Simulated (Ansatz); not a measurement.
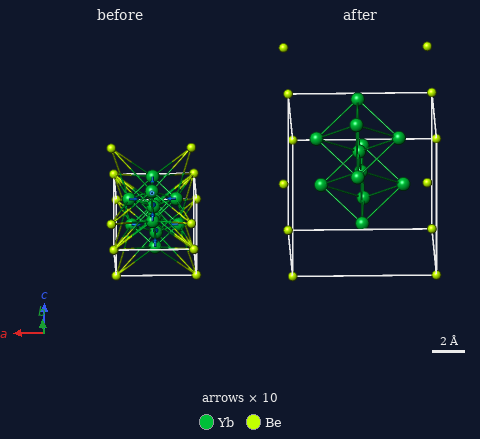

The structure of solid Yb6Be (a generated structure, set up in Pm-3m) (coarse preliminary run) before (left) and after (right) a relaxation, at one scale. The blue arrows give the displacements (the part carried along by the change of the cell is left out), magnified 10 times.

A ball-and-stick model of the cell of the calculation, repeated 1 × 2 × 1 with one cell outlined, seen from a free direction.

The calculation used DFT PBE, scalar-relativistic, plane waves, PAW (Ansatz 0.2.0).

The input:
```yaml
crystal:
  lattice:
    - [5.16939289, 0.0, 0.0]
    - [0.0, 5.16939289, 0.0]
    - [0.0, 0.0, 5.16939289]
  atoms:
    - { symbol: Yb, position: [0.207, 0.5, 0.5] }
    - { symbol: Yb, position: [0.5, 0.207, 0.5] }
    - { symbol: Yb, position: [0.793, 0.5, 0.5] }
    - { symbol: Yb, position: [0.5, 0.793, 0.5] }
    - { symbol: Yb, position: [0.5, 0.5, 0.207] }
    - { symbol: Yb, position: [0.5, 0.5, 0.793] }
    - { symbol: Be, position: [0.0, 0.0, 0.0] }
basis:
  ecutwfc: 420
kpoints:
  mp_grid: { grid: [4, 4, 4] }
hamiltonian:
  xc: pbe
scf:
  occupations: { method: gaussian, width: 0.1 }
  lower_state_search: "off"
output:
  forces: true
  stress: true
  eigenvalues: true
relax:
  adjacent_minimum: "off"
  f_tol: 0.04
  max_steps: 70
  cell: { stress_tol: 0.4 }
```

Run as
```bash
ansatz run input.yaml --threads 1 --pin off --max-ram 2048MiB --backend cpu --events-out ev --progress --plain --runs-dir out
```

### Summarise the run.

The run was cut off at its time limit before the program reported convergence, but its last step already meets the force threshold: the largest component is under 0.0001 eV/Å against 0.04 eV/Å. The pressure is within 0.01 GPa of its target. The largest moves relative to the cell, 0.065 Å, are those of Yb1, Yb2, Yb3, Yb4, Yb5 and Yb6. Yb3 goes along −a. Be stays in place. The volume changes by +478.3 %, with a = b = c 5.169 → 9.279 Å (+79.5 %). Among the contacts that change: Yb1–Be7 3.809 → 6.855 Å, Yb1–Yb3 3.029 → 5.308 Å, Yb1–Yb3 (another image) 2.140 → 3.971 Å, Yb1–Yb2 2.142 → 3.753 Å. The space group stays Pm-3m (No. 221). The energy falls by 4772 meV per atom in 23 accepted moves (26 points after the start). Largest force component: 15 eV/Å at the start, under 0.0001 eV/Å at the end. Pressure: 88.90 GPa at the start and 0.01 GPa at the end. The SCF was repeated 3 times at an unchanged geometry on a basis and grid sized afresh for the cell, which shifted the energy by 247 meV per atom at most. Cost: 12 min on 1 thread of Arm Neoverse V2 (shared host), peak memory 1 GiB.

Limits of the set-up: 4f states are treated without a Hubbard U.
